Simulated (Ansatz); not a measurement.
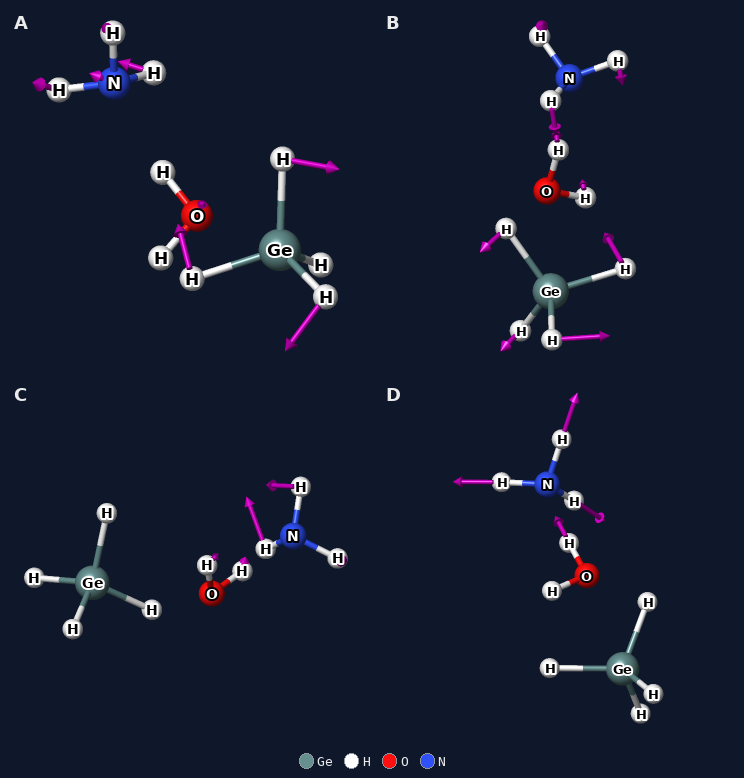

4 normal modes of one molecule or complex, as arrows. Harmonic vibrations computed with RKS PBE0-D4/def2-TZVP (Ansatz 0.2.0) at a stationary point of the same level.

### Match the panels to the wavenumbers 57 cm⁻¹, 218 cm⁻¹, 1666 cm⁻¹, 3499 cm⁻¹.

A: 57 cm⁻¹
B: 218 cm⁻¹
C: 1666 cm⁻¹, H–N–H bending
D: 3499 cm⁻¹, in-phase stretching of 3 N–H bonds
